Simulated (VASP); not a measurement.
# A VASP study of Si2W (PBE + D3(BJ)): structure first, properties next

Wanted: the relaxed cell of Si2W and its properties. The steps: full relaxation (PBE + D3(BJ)), second relaxation, density, ELF and potential (PBE + D3(BJ)), band structure (PBE + D3(BJ)), density of states (PBE + D3(BJ)), band structure (PBE + D3(BJ) + SOC), volume scan with PBE + D3(BJ), fit for PBE + D3(BJ) and vibrations at Γ (PBE + D3(BJ)). The start is a cell from a database of measured crystal structures.

Calculated with VASP 6.6.1; PBE with D3(BJ); plane waves and PAW (Si, W), in the first sound run; inputs show where later runs differ.

**1. Starting point**

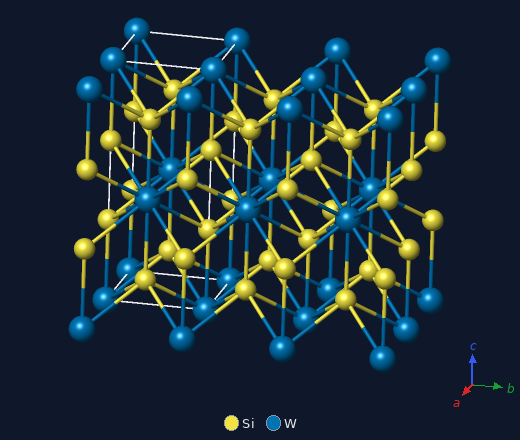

The starting structure, seen slightly off an axis (silicon yellow, tungsten blue). 2×3×1 cells are drawn. This picture shows the conventional cell, with its axes. Some periodic images of atoms are drawn too.

**2. Full relaxation (PBE + D3(BJ))**

The start need not lie at this functional's minimum. ISIF = 3 frees volume, shape and positions, and EDIFFG sets the threshold on forces and stress at which the search stops. PBE, the usual starting point, adds the gradient of the density. A dispersion term adds the long-range attraction that semilocal functionals lack. D3 with Becke-Johnson damping keeps a finite attraction at short range.

Input file INCAR:

```
SYSTEM = Si2W
PREC = Accurate
ENCUT = 400
EDIFF = 1E-06
NELM = 100
ISMEAR = 0
SIGMA = 0.05
LREAL = .FALSE.
ALGO = Normal
GGA = PE
IVDW = 12
NBANDS = 13
LASPH = .TRUE.
LORBIT = 11
LWAVE = .FALSE.
LCHARG = .FALSE.
KPAR = 2
IBRION = 2
NSW = 60
ISIF = 3
EDIFFG = -0.01
```

Input file POSCAR:

```
Si2W
1.0
   -1.6069000000      1.6069000000      3.9149500000
    1.6069000000     -1.6069000000      3.9149500000
    1.6069000000      1.6069000000     -3.9149500000
Si W
2 1
Direct
    0.3347000000      0.3347000000      0.0000000000
    0.6653000000      0.6653000000      0.0000000000
    0.0000000000      0.0000000000      0.0000000000
```

Input file KPOINTS:

```
Automatic mesh
0
Gamma
10 10 10
0 0 0
```

Potentials, in the order of the species: Si and W (PBE family, release 64).

On the command line:

```console
$ mpirun -np 2 vasp_std
```

Log:

```text
[banner, memory and clock lines left out]
running    2 mpi-ranks, on    1 nodes
 distrk:  each k-point on    1 cores,    2 groups
 distr:  one band on    1 cores,    1 groups

 POSCAR found type information on POSCAR SiW
 POSCAR found :  2 types and       3 ions
 LDA part: xc-table for (Slater+PW92), standard interpolation
 POSCAR, INCAR and KPOINTS ok, starting setup
 FFT: planning ... GRIDC
 FFT: planning ... GRID_SOFT
 FFT: planning ... GRID
 WAVECAR not read
 entering main loop
       N       E                     dE             d eps       ncg     rms          rms(c)
DAV:   1     0.180488879335E+02    0.18049E+02   -0.51847E+03  2740   0.754E+02
DAV:   2    -0.239869160733E+02   -0.42036E+02   -0.38451E+02  3362   0.163E+02
DAV:   3    -0.257609068918E+02   -0.17740E+01   -0.17393E+01  3604   0.284E+01
DAV:   4    -0.257820191054E+02   -0.21112E-01   -0.21091E-01  3136   0.352E+00
DAV:   5    -0.257823388337E+02   -0.31973E-03   -0.31966E-03  3786   0.371E-01    0.258E+01
DAV:   6    -0.250163781458E+02    0.76596E+00   -0.23404E+00  3871   0.954E+00    0.106E+01
DAV:   7    -0.249092892266E+02    0.10709E+00   -0.22621E-01  3030   0.317E+00    0.561E+00
DAV:   8    -0.248844741496E+02    0.24815E-01   -0.40068E-02  3466   0.144E+00    0.529E-01
DAV:   9    -0.248841849471E+02    0.28920E-03   -0.22127E-03  3175   0.321E-01    0.279E-01
DAV:  10    -0.248841765682E+02    0.83789E-05   -0.36722E-04  3357   0.121E-01    0.562E-02
DAV:  11    -0.248841605849E+02    0.15983E-04   -0.50972E-05  3403   0.520E-02    0.229E-02
DAV:  12    -0.248841609051E+02   -0.32020E-06   -0.17221E-06  2458   0.102E-02
   1 F= -.26601049E+02 E0= -.26600742E+02  d E =-.266010E+02
 curvature:   0.00 expect dE= 0.000E+00 dE for cont linesearch  0.000E+00
 trial: gam= 0.00000 g(F)=  0.130E-05 g(S)=  0.591E-01 ort = 0.000E+00 (trialstep = 0.100E+01)
 search vector abs. value=  0.591E-01
 bond charge predicted
       N       E                     dE             d eps       ncg     rms          rms(c)
DAV:   1    -0.247898488088E+02    0.94312E-01   -0.14715E+00  2782   0.851E+00    0.378E+00
DAV:   2    -0.247643531139E+02    0.25496E-01   -0.48474E-02  3153   0.162E+00    0.163E+00
DAV:   3    -0.247587242075E+02    0.56289E-02   -0.61986E-03  3147   0.523E-01    0.598E-01
DAV:   4    -0.247578260274E+02    0.89818E-03   -0.13371E-03  3313   0.241E-01    0.997E-02
DAV:   5    -0.247578330371E+02   -0.70097E-05   -0.31178E-05  3231   0.412E-02    0.531E-02
DAV:   6    -0.247578357586E+02   -0.27215E-05   -0.26713E-05  3107   0.289E-02    0.912E-03
DAV:   7    -0.247578343762E+02    0.13824E-05   -0.29600E-06  3013   0.121E-02    0.655E-03
DAV:   8    -0.247578343320E+02    0.44114E-07   -0.94052E-08  1531   0.245E-03
   2 F= -.26573104E+02 E0= -.26572767E+02  d E =0.279446E-01
[...]
3 F= -.26611511E+02 E0= -.26611189E+02  d E =-.104621E-01
[...]
4 F= -.26611510E+02 E0= -.26611189E+02  d E =-.104617E-01
[...]
5 F= -.26611754E+02 E0= -.26611373E+02  d E =-.243959E-03
[...]
6 F= -.26611759E+02 E0= -.26611384E+02  d E =-.248992E-03
[...]
7 F= -.26611759E+02 E0= -.26611386E+02  d E =-.248583E-03
 curvature:  -0.38 expect dE=-0.267E-04 dE for cont linesearch -0.664E-07
 trial: gam= 0.05930 g(F)=  0.340E-04 g(S)=  0.357E-04 ort = 0.108E-04 (trialstep = 0.846E+00)
 search vector abs. value=  0.733E-04
 bond charge predicted
       N       E                     dE             d eps       ncg     rms          rms(c)
DAV:   1    -0.248614253802E+02   -0.11934E-02   -0.11565E-03  2887   0.219E-01    0.441E-02
DAV:   2    -0.248614189902E+02    0.63900E-05   -0.33985E-05  3368   0.488E-02    0.307E-02
DAV:   3    -0.248614150400E+02    0.39502E-05   -0.74803E-06  3340   0.186E-02    0.255E-03
DAV:   4    -0.248614150058E+02    0.34201E-07   -0.71454E-07  1521   0.624E-03
   8 F= -.26611775E+02 E0= -.26611396E+02  d E =-.158697E-04
 trial-energy change:   -0.000016  1 .order   -0.000019   -0.000060    0.000022
 step:   0.6155(harm=  0.6155)  dis= 0.00066  next Energy=   -26.611781 (dE=-0.216E-04)
 reached required accuracy - stopping structural energy minimisation
```

It took 60 s on 2 MPI ranks of Intel Xeon Platinum 8488C (Sapphire Rapids), shared host; peak memory 0.4 GiB; 1.9 min of CPU time.

The logs omit lines about the potential files and the build; timing stands in the text.

Parts of OUTCAR (step 2):

```text
ion  position               nearest neighbor table
   1  0.335  0.335  0.000-   2 2.59   3 2.62   3 2.62   3 2.62   3 2.62   3 2.62   2 2.63   2 2.63
                             2 2.63   2 2.63
   2  0.665  0.665  0.000-   1 2.59   3 2.62   3 2.62   3 2.62   3 2.62   3 2.62   1 2.63   1 2.63
                             1 2.63   1 2.63
   3  0.000  0.000  0.000-   2 2.62   2 2.62   2 2.62   1 2.62   2 2.62   1 2.62   1 2.62   1 2.62
                             1 2.62   2 2.62

  LATTYP: Found a body centered tetragonal cell.
 ALAT       =     3.2138000000
 C/A-ratio  =     2.4363370465

 Subroutine GETGRP returns: Found 16 space group operations
 (whereof 16 operations were pure point group operations)

The static configuration has the point symmetry D_4h.

 Found    102 irreducible k-points:

   k-points           NKPTS =    102   k-points in BZ     NKDIM =    102   number of bands    NBANDS=     13

   dimension x,y,z NGX =    30 NGY =   30 NGZ =   30
   dimension x,y,z NGXF=    60 NGYF=   60 NGZF=   60

   ENCUT  =  400.0 eV  29.40 Ry    5.42 a.u.   7.38  7.38  7.38*2*pi/ulx,y,z

   NELECT =      14.0000    total number of electrons

 k-points in reciprocal lattice and weights: Automatic mesh
   0.00000000  0.00000000  0.00000000       0.001
   0.10000000 -0.00000000  0.00000000       0.008
   0.20000000 -0.00000000  0.00000000       0.008
   0.30000000  0.00000000 -0.00000000       0.008
   0.40000000  0.00000000  0.00000000       0.008
   0.50000000  0.00000000  0.00000000       0.004
   0.10000000  0.10000000  0.00000000       0.008
   0.20000000  0.10000000  0.00000000       0.016
   0.30000000  0.10000000  0.00000000       0.016
[...]
-0.40000000 -0.40000000  0.40000000       0.002
   0.50000000  0.50000000  0.50000000       0.001

 Edisp (eV)   -1.75153

 average (electrostatic) potential at core
       1 -79.0633       2 -79.0633       3 -34.6161

 E-fermi :  10.7896

 k-point     1 :       0.0000    0.0000    0.0000
  band No.  band energies     occupation
    ...
      2       3.8208      2.00000
      3       7.0372      2.00000
      4       7.3810      2.00000
      5       7.8895      2.00000
      6       7.8895      2.00000
      7      11.4228      0.00000
      8      13.6634      0.00000
      9      13.6835      0.00000
     10      13.9838      0.00000
     11      13.9838      0.00000
    ...

 k-point     2 :       0.1000   -0.0000    0.0000
  band No.  band energies     occupation
    ...
      3       6.4718      2.00000
      4       7.3783      2.00000
      5       8.0188      2.00000
      6       8.1015      2.00000
      7      10.7447      1.79582
      8      13.1081      0.00000
      9      13.4521      0.00000
     10      14.2489      0.00000
     11      14.7481      0.00000
     12      15.7000      0.00000
    ...

 k-point     3 :       0.2000   -0.0000    0.0000
  band No.  band energies     occupation
    ...
      3       5.5906      2.00000
      4       7.1712      2.00000
      5       8.2718      2.00000
      6       8.3664      2.00000
      7       9.7437      2.00000
      8      12.2486      0.00000
      9      13.0756      0.00000
     10      15.2567      0.00000
     11      15.3767      0.00000
     12      16.0043      0.00000
    ...

 Edisp (eV)   -1.75036

  Total      -0.02692    -0.02692    -0.02025     0.00000     0.00000     0.00000
  in kB      -1.08697    -1.08697    -0.81764     0.00000     0.00000     0.00000
  external pressure =       -1.00 kB  Pullay stress =        0.00 kB

  energy-cutoff  :      400.00
  volume of cell :       39.69
      direct lattice vectors                 reciprocal lattice vectors
    -1.595973664  1.595973664  3.895249342     0.000000000  0.313288378  0.128361488
     1.595973664 -1.595973664  3.895249342     0.313288378  0.000000000  0.128361488
     1.595973664  1.595973664 -3.895249342     0.313288378  0.313288378  0.000000000

 POSITION                                       TOTAL-FORCE (eV/Angst)
 -----------------------------------------------------------------------------------
      0.00000      0.00000      2.60438        -0.000000     -0.000000      0.002473
      0.00000      0.00000      5.18612        -0.000000     -0.000000     -0.002473
      1.59597      1.59597     -3.89525         0.000000      0.000000     -0.000000
 -----------------------------------------------------------------------------------
    total drift:                                0.000000     -0.000000      0.000000

  FREE ENERGIE OF THE ION-ELECTRON SYSTEM (eV)
  ---------------------------------------------------
  free  energy   TOTEN  =       -26.6117747715 eV

  energy  without entropy=      -26.6110171174  energy(sigma->0) =      -26.61139594

 reached required accuracy - stopping structural energy minimisation

 total charge
# of ion       s       p       d       tot
------------------------------------------
    1        0.736   0.903   0.000   1.640
    2        0.736   0.903   0.000   1.640
    3        0.571   0.696   4.534   5.801
--------------------------------------------------
tot          2.043   2.503   4.534   9.080

[... 3 further parts left out ...]
```

Dispersion corrections of this kind ignore metallic screening and tend to overbind metals. The data set W keeps the semicore shell frozen, which is cheaper and a little less accurate. The run keeps the 16 symmetry operations of its start, so it cannot find a distortion of lower symmetry.

The steps of the relaxation:

```csv
step,energy less that of the first step (eV),largest force (eV/Å),pressure (GPa),volume (Å³)
1,0.0000,0.0037,-4.38,40.44
2,0.0279,0.1681,9.31,38.32
3,-0.0105,0.0580,-0.02,39.69
4,-0.0105,0.0588,0.05,39.68
5,-0.0107,0.0124,0.06,39.66
6,-0.0107,0.0177,0.07,39.66
7,-0.0107,0.0188,0.07,39.66
8,-0.0107,0.0025,-0.10,39.69
```

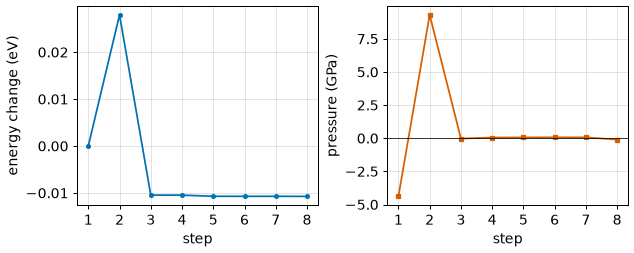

Energy and pressure along the relaxation.

```csv
"conventional cell, symmetrised",before,after,change
a (Å),3.214,3.192,-0.7 %
b (Å),3.214,3.192,-0.7 %
c (Å),7.830,7.790,-0.5 %
volume (Å³/atom),13.48,13.23,-1.9 %
```

Final coordinates:

```xyz
3
Lattice="-1.5960 1.5960 3.8952 1.5960 -1.5960 3.8952 1.5960 1.5960 -3.8952" Properties=species:S:1:pos:R:3 pbc="T T T"
Si    0.0000    0.0000    2.6044
Si    0.0000    0.0000    5.1861
W     0.0000    0.0000    0.0000
```

Numbers from this step:

| Quantity | Value |
| --- | --- |
| electrons | 14 |
| bands | 13 |
| irreducible k-points | 102 |
| symmetry operations | 16 |
| free energy (TOTEN) | -26.61 eV |
| energy at zero smearing | -26.61 eV |
| Fermi energy | 10.79 eV |
| pressure | -0.09972 GPa |
| metallic | yes |
| SCF cycles over all ionic steps | 41 |

It ends with a largest force of 0.002 eV/Å and a pressure of -0.10 GPa. The volume lies -1.9 % from that of the database's start, which holds the thermal and zero-point expansion of its experiment.

**3. Second relaxation**

A relaxation keeps the plane waves of the cell it began with, so it is repeated from the new cell, on a basis made for it.

INCAR is that of step 2.

Input file POSCAR:

```
Si2W
1.0
   -1.5959736644      1.5959736644      3.8952493420
    1.5959736644     -1.5959736644      3.8952493420
    1.5959736644      1.5959736644     -3.8952493420
Si W
2 1
Direct
    0.3343020350      0.3343020350      0.0000000000
    0.6656979650      0.6656979650      0.0000000000
    0.0000000000      0.0000000000      0.0000000000
```

KPOINTS is that of step 2.

On the command line:

```console
$ mpirun -np 2 vasp_std
```

Log:

```text
[... set-up lines as in an earlier step ...]
 entering main loop
       N       E                     dE             d eps       ncg     rms          rms(c)
DAV:   1     0.190865673755E+02    0.19087E+02   -0.50982E+03  2780   0.749E+02
DAV:   2    -0.239551908418E+02   -0.43042E+02   -0.39454E+02  3434   0.165E+02
DAV:   3    -0.257185233919E+02   -0.17633E+01   -0.17303E+01  3629   0.279E+01
DAV:   4    -0.257401356855E+02   -0.21612E-01   -0.21587E-01  3116   0.356E+00
DAV:   5    -0.257404898399E+02   -0.35415E-03   -0.35397E-03  3748   0.384E-01    0.267E+01
DAV:   6    -0.249934622773E+02    0.74703E+00   -0.21916E+00  3871   0.930E+00    0.111E+01
DAV:   7    -0.248847144794E+02    0.10875E+00   -0.20698E-01  2980   0.305E+00    0.564E+00
DAV:   8    -0.248614139234E+02    0.23301E-01   -0.36607E-02  3456   0.139E+00    0.529E-01
DAV:   9    -0.248611368226E+02    0.27710E-03   -0.19029E-03  3123   0.301E-01    0.281E-01
DAV:  10    -0.248611312582E+02    0.55644E-05   -0.33367E-04  3347   0.114E-01    0.609E-02
DAV:  11    -0.248611157942E+02    0.15464E-04   -0.46870E-05  3367   0.494E-02    0.229E-02
DAV:  12    -0.248611160343E+02   -0.24016E-06   -0.14869E-06  2319   0.964E-03
   1 F= -.26611476E+02 E0= -.26611097E+02  d E =-.266115E+02
 curvature:   0.00 expect dE= 0.000E+00 dE for cont linesearch  0.000E+00
 trial: gam= 0.00000 g(F)=  0.510E-06 g(S)=  0.402E-04 ort = 0.000E+00 (trialstep = 0.100E+01)
 search vector abs. value=  0.407E-04
 bond charge predicted
       N       E                     dE             d eps       ncg     rms          rms(c)
DAV:   1    -0.248586063333E+02    0.25095E-02   -0.97978E-04  2847   0.215E-01    0.947E-02
DAV:   2    -0.248585916153E+02    0.14718E-04   -0.29836E-05  3217   0.399E-02    0.426E-02
DAV:   3    -0.248585889887E+02    0.26266E-05   -0.44905E-06  3127   0.136E-02    0.158E-02
DAV:   4    -0.248585892733E+02   -0.28462E-06   -0.91324E-07  1566   0.687E-03
   2 F= -.26611460E+02 E0= -.26611081E+02  d E =0.155484E-04
 trial-energy change:    0.000016  1 .order    0.000019   -0.000041    0.000078
 step:   0.3436(harm=  0.3436)  dis= 0.00004  next Energy=   -26.611483 (dE=-0.699E-05)
 bond charge predicted
       N       E                     dE             d eps       ncg     rms          rms(c)
DAV:   1    -0.248602732889E+02   -0.16843E-02   -0.43171E-04  2827   0.143E-01    0.613E-02
DAV:   2    -0.248602649418E+02    0.83471E-05   -0.13405E-05  3192   0.265E-02    0.275E-02
DAV:   3    -0.248602625434E+02    0.23983E-05   -0.17933E-06  2128   0.882E-03    0.950E-03
DAV:   4    -0.248602617719E+02    0.77149E-06   -0.44613E-07  1441   0.422E-03
   3 F= -.26611484E+02 E0= -.26611105E+02  d E =-.808593E-05
 curvature:  -0.17 expect dE=-0.148E-06 dE for cont linesearch -0.182E-07
 trial: gam= 0.07224 g(F)=  0.951E-09 g(S)=  0.860E-06 ort =-0.208E-05 (trialstep = 0.869E+00)
 search vector abs. value=  0.773E-06
 reached required accuracy - stopping structural energy minimisation
```

Wall time 35 s (2 MPI ranks); peak memory 0.4 GiB.

OUTCAR, selected parts (step 3):

```text
  LATTYP: Found a body centered tetragonal cell.
 ALAT       =     3.1919473288
 C/A-ratio  =     2.4406726933

The static configuration has the point symmetry D_4h.

 Found    102 irreducible k-points:

   ENCUT  =  400.0 eV  29.40 Ry    5.42 a.u.   7.34  7.34  7.34*2*pi/ulx,y,z

   NELECT =      14.0000    total number of electrons

 Edisp (eV)   -1.75287

 E-fermi :  10.7960

 k-point     1 :       0.0000    0.0000    0.0000
  band No.  band energies     occupation
    ...
      2       3.8237      2.00000
      3       7.0436      2.00000
      4       7.3847      2.00000
      5       7.8947      2.00000
      6       7.8947      2.00000
      7      11.4297      0.00000
      8      13.6732      0.00000
      9      13.6882      0.00000
     10      13.9915      0.00000
     11      13.9915      0.00000
    ...

 k-point     2 :       0.1000    0.0000   -0.0000
  band No.  band energies     occupation
    ...
      3       6.4772      2.00000
      4       7.3822      2.00000
      5       8.0242      2.00000
      6       8.1071      2.00000
      7      10.7511      1.79561
      8      13.1168      0.00000
      9      13.4606      0.00000
     10      14.2544      0.00000
     11      14.7564      0.00000
     12      15.7092      0.00000
    ...

 Edisp (eV)   -1.75122

  Total      -0.00074    -0.00074     0.00724     0.00000     0.00000     0.00000
  in kB      -0.02985    -0.02985     0.29228     0.00000     0.00000     0.00000
  external pressure =        0.08 kB  Pullay stress =        0.00 kB

  energy-cutoff  :      400.00
  volume of cell :       39.67
      direct lattice vectors                 reciprocal lattice vectors
    -1.595701502  1.595701502  3.894725307     0.000000000  0.313341812  0.128378759
     1.595701502 -1.595701502  3.894725307     0.313341812  0.000000000  0.128378759
     1.595701502  1.595701502 -3.894725307     0.313341812  0.313341812  0.000000000

 POSITION                                       TOTAL-FORCE (eV/Angst)
 -----------------------------------------------------------------------------------
      0.00000      0.00000      2.60407        -0.000000     -0.000000      0.000099
      0.00000      0.00000      5.18538        -0.000000     -0.000000     -0.000099
      0.00000      0.00000      0.00000         0.000000      0.000000     -0.000000
 -----------------------------------------------------------------------------------
    total drift:                               -0.000000     -0.000000     -0.000000

  FREE ENERGIE OF THE ION-ELECTRON SYSTEM (eV)
  ---------------------------------------------------
  free  energy   TOTEN  =       -26.6114838858 eV

  energy  without entropy=      -26.6107262842  energy(sigma->0) =      -26.61110509

 total charge
# of ion       s       p       d       tot
------------------------------------------
    1        0.736   0.904   0.000   1.640
    2        0.736   0.904   0.000   1.640
    3        0.571   0.696   4.536   5.803
--------------------------------------------------
tot          2.043   2.504   4.536   9.083

[... 4 parts as in an earlier step ...]

[... 7 further parts left out ...]
```

CONTCAR:

```
Si2W
   1.00000000000000
    -1.5957015018222651    1.5957015018222651    3.8947253072117300
     1.5957015018222651   -1.5957015018222651    3.8947253072117300
     1.5957015018222651    1.5957015018222651   -3.8947253072117300
  Si              W
     2     1
Direct
     0.3343069256651239    0.3343069256651239    0.0000000000000000
     0.6656930743348760    0.6656930743348760    0.0000000000000000
     0.0000000000000000    0.0000000000000000    0.0000000000000000
```

Little changed from the start: no atom moved by 0.005 Å and no cell edge by 0.1 %.

Numbers from this step:

- Fermi energy: 10.80 eV
- pressure: 0.007753 GPa
- SCF cycles over all ionic steps: 20

It ends with forces under 0.001 eV/Å and a pressure of 0.01 GPa. The volume moved by only 0.05 %, so the cell is settled.

(Continued in part 2 of 5.)

[Lines on the potential files, build, host, timing and source positions are cut from VASP's logs without a mark.]

[Logs are printed without paths, hosts, clocks, repeated set-up lines and the standing remarks that a program may print on its own settings, such as how far it seeks lower states.]

[Hosts, paths, dates, database ids (printed as entryN), source tags and the programs' standing remarks are cut or masked in the printed files.]

[Measured values are set beside computed ones only where the two were judged alike; some that the calculation misses by far are left out.]
